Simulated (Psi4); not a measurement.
# UB3LYP/cc-pVTZ run of AlHBr (SMILES [AlH][Br])

What is the vertical doublet–quartet gap of AlHBr at UB3LYP/cc-pVTZ? 

Program for the calculation: Psi4 1.11.

1 further run of the same task is left out (set aside as unsound or not needed).

## (1) Starting point

AlHBr: 3 atoms, total charge 0, spin state doublet. SMILES: `[AlH][Br]`. Geometry: relaxed at PBE0-D4/def2-TZVP.

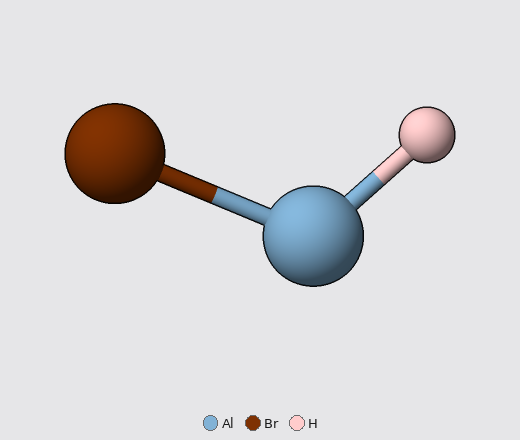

Viewed from a chosen angle; aluminium light blue, bromine brown, hydrogen pink.

## (2) The energy at UB3LYP/cc-pVTZ

job.in

```
memory 1.6 GB

molecule {
  0 2
  Al    -0.56068174    -1.18674801    -0.45183352
  Br     2.99427104     0.01625164     1.64614043
  H     -2.45456526     1.04804211    -1.21944027
  units au
  symmetry c1
  no_reorient
  no_com
}

set {
  basis cc-pVTZ
  reference uks
  puream true
  e_convergence 1e-09
  d_convergence 1e-08
  scf_type pk
  dft_radial_points 99
  dft_spherical_points 590
  maxiter 200
}

e = energy('b3lyp')
```

Launch:

```console
$ psi4 -n 1 job.in job.out
```

job.out:

```text
[...]
  Running in c1 symmetry.
[...]
  Nuclear repulsion =  115.724118840948492
[...]
  Multiplicity = 2
[...]
  Nalpha       = 25
  Nbeta        = 24
[...]
    Number of basis functions: 91
[...]
   @UKS iter   1: -2816.99132128030806   -1.40954e+00   1.34202e-02 ADIIS/DIIS
[...]
   @UKS iter  13: -2817.30666735511886   -2.27374e-12   3.32483e-09 DIIS
[...]
   @S^2 Observed:                7.529676883E-01
[...]
    Orbital Energies [Eh]
    ---------------------
    Alpha Occupied:
       1A   -482.853480     2A    -62.501965     3A    -56.316598
       4A    -56.315437     5A    -56.315147     6A    -56.095290
       7A     -8.690473     8A     -6.514608     9A     -6.510889
      10A     -6.509924    11A     -4.176272    12A     -2.731544
      13A     -2.729029    14A     -2.725567    15A     -2.630863
      16A     -2.629870    17A     -2.629087    18A     -2.626166
      19A     -2.626121    20A     -0.769398    21A     -0.425693
      22A     -0.346604    23A     -0.312126    24A     -0.309236
      25A     -0.214758
    Alpha Virtual:
[...]
  @UKS Final Energy: -2817.30666735511886
   => Energetics <=
    Nuclear Repulsion Energy =            115.7241188409484920
    One-Electron Energy =               -4150.8824344315962662
    Two-Electron Energy =                1306.6224932494503719
    DFT Exchange-Correlation Energy =     -88.7708450139215302
    Empirical Dispersion Energy =           0.0000000000000000
    VV10 Nonlocal Energy =                  0.0000000000000000
    Total Energy =                      -2817.3066673551193162
[...]
 Multipole Moments:
 ------------------------------------------------------------------------------------
     Multipole            Electronic (a.u.)      Nuclear  (a.u.)        Total (a.u.)
 ------------------------------------------------------------------------------------
 L = 1.  Multiply by 2.5417464519 to convert [e a0] to [Debye]
 Dipole X            :        -95.5010337           95.0560585           -0.4449752
 Dipole Y            :         13.5085587          -13.8108746           -0.3023159
 Dipole Z            :        -50.8027154           50.5216390           -0.2810764
 Magnitude           :                                                    0.6069611
[...]
```

Run time: 28 s. Hardware: 1 thread of Intel Xeon 6975P-C (Granite Rapids), shared host; peak memory 1.5 GiB.

## (3) The quartet: energy and gradient at UB3LYP/cc-pVTZ

run.py

```python
import psi4

psi4.set_memory('1600 MB')
psi4.set_num_threads(1)
psi4.set_output_file('run.log', False)

mol = psi4.geometry("""
0 4
Al    -0.296700    -0.628000    -0.239100
Br     1.584500     0.008600     0.871100
H     -1.298900     0.554600    -0.645300
symmetry c1
""")

options = {'basis': 'cc-pVTZ', 'reference': 'uks', 'puream': True, 'e_convergence': 1e-09, 'd_convergence': 1e-08, 'scf_type': 'pk', 'dft_radial_points': 99, 'dft_spherical_points': 590, 'maxiter': 200}
psi4.set_options(options)

result = psi4.gradient('B3LYP', molecule=mol)
print('gradient / Eh bohr^-1')
print(result.np.round(6))
```

Launch:

```console
$ python run.py
```

run.log:

```text
[...]
  Running in c1 symmetry.
[...]
  Nuclear repulsion =  115.724118745442127
[...]
  Multiplicity = 4
[...]
  Nalpha       = 26
  Nbeta        = 23
[...]
    Number of basis functions: 91
[...]
   @UKS iter   1: -2816.88458050191412   -1.30280e+00   1.19877e-02 ADIIS/DIIS
[...]
   @UKS iter  15: -2817.11857002757506   -2.27374e-12   7.76434e-09 DIIS
[...]
   @S^2 Observed:                3.757626092E+00
[...]
    Orbital Energies [Eh]
    ---------------------
    Alpha Occupied:
       1A   -482.925082     2A    -62.572386     3A    -56.389606
       4A    -56.385575     5A    -56.384586     6A    -56.070489
       7A     -8.761346     8A     -6.591447     9A     -6.580163
      10A     -6.576884    11A     -4.155278    12A     -2.709507
      13A     -2.708070    14A     -2.707232    15A     -2.705739
      16A     -2.703674    17A     -2.701088    18A     -2.692775
      19A     -2.692626    20A     -0.837478    21A     -0.470886
      22A     -0.401897    23A     -0.382202    24A     -0.362217
      25A     -0.218614    26A     -0.134255
    Alpha Virtual:
[...]
  @UKS Final Energy: -2817.11857002757506
   => Energetics <=
    Nuclear Repulsion Energy =            115.7241187454421265
    One-Electron Energy =               -4148.5937309775426911
    Two-Electron Energy =                1304.4785751702977450
    DFT Exchange-Correlation Energy =     -88.7275329657723404
    Empirical Dispersion Energy =           0.0000000000000000
    VV10 Nonlocal Energy =                  0.0000000000000000
    Total Energy =                      -2817.1185700275755153
[...]
 Multipole Moments:
 ------------------------------------------------------------------------------------
     Multipole            Electronic (a.u.)      Nuclear  (a.u.)        Total (a.u.)
 ------------------------------------------------------------------------------------
 L = 1.  Multiply by 2.5417464519 to convert [e a0] to [Debye]
 Dipole X            :          6.3608982           -5.9249837            0.4359145
 Dipole Y            :          0.4877120           -0.2078543            0.2798578
 Dipole Z            :         -0.0000000           -0.0000000           -0.0000000
 Magnitude           :                                                    0.5180172
[...]
  -Total Gradient:
     Atom            X                  Y                   Z
    ------   -----------------  -----------------  -----------------
       1        0.021056989199     0.047011346052    -0.000000000000
       2       -0.028438140401    -0.018395791502     0.000000000001
       3        0.007377345756    -0.028616233972    -0.000000000000
[...]
```

Standard output:

```text
gradient / Eh bohr^-1
[[ 0.021057  0.047011 -0.      ]
 [-0.028438 -0.018396  0.      ]
 [ 0.007377 -0.028616 -0.      ]]
```

Run time: 1.9 min. Hardware: 1 thread of Intel Xeon 6975P-C (Granite Rapids), shared host; peak memory 1.5 GiB.

## (4) Outcome

At UB3LYP/cc-pVTZ:

| quantity | value |
| --- | --- |
| doublet: total energy | -2817.30667 Eh |
| doublet: dipole moment | 1.54 D |
| doublet: HOMO energy (highest over α and β) | -5.84 eV |
| doublet: LUMO energy (lowest over α and β) | -3.14 eV |
| doublet: ⟨S²⟩ | 0.753 |
| quartet: total energy | -2817.11857 Eh |
| quartet: dipole moment | 1.32 D |
| quartet: HOMO energy (highest over α and β) | -3.65 eV |
| quartet: ⟨S²⟩ | 3.758 |
| quartet: largest force on an atom | 2.649 eV/Å |
| vertical energy of the quartet above the doublet | 5.118 eV |

What this shows: At this shape the quartet lies 5.12 eV (118 kcal/mol) above the doublet.
